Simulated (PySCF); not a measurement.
CH6BNS, SMILES `CSBN`.

Level of theory: PBE0/def2-TZVP (PySCF), at a geometry from GFN2-xTB. No frequency check shows the geometry to be a minimum. GFN2-xTB bond lengths at metals and heavier atoms can be off by up to 0.1 Å and shapes distorted, which carries into these values.

Geometry (Å), atoms numbered from 1:

```
C1      -1.9220   -0.4951    0.0001
S2      -0.4780    0.6227    0.0000
B3       0.8839   -0.5568   -0.0003
N4       2.1862   -0.0878    0.0000
H5      -2.8086    0.1300   -0.0010
H6      -1.9020   -1.1128    0.8920
H7      -1.9014   -1.1142   -0.8916
H8       0.6569   -1.7042    0.0003
H9       2.4171    0.8916   -0.0003
H10      2.9953   -0.6836    0.0005
```

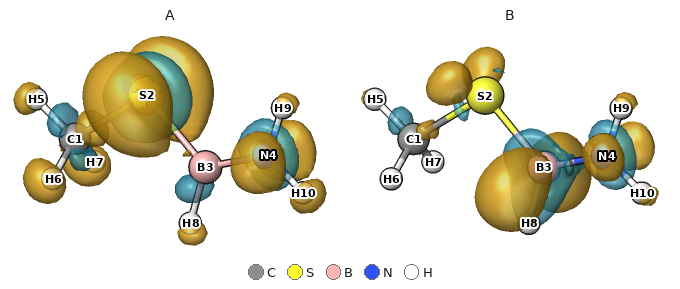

The two Fukui functions at ±0.03 e/Å³ (yellow positive, teal negative).

### Which panel is f⁻ (electron removed) and which f⁺ (electron added)?

A is f⁻, B is f⁺. f⁻ (Hirshfeld-condensed) is largest on S2 (0.44); the vertical ionisation energy is 8.71 eV (the stability of the cation's solution wasn't checked). f⁺ (Hirshfeld-condensed) is largest on B3 (0.32) and S2 (0.18); the vertical electron affinity is −2.22 eV (the stability of the anion's solution wasn't checked; negative, but this basis has no diffuse functions, so it doesn't show that the anion is unbound).

### What chemical potential and hardness follow from the two energies?

μ = −(I + A)/2 = −3.25 eV and η = I − A = 10.93 eV.
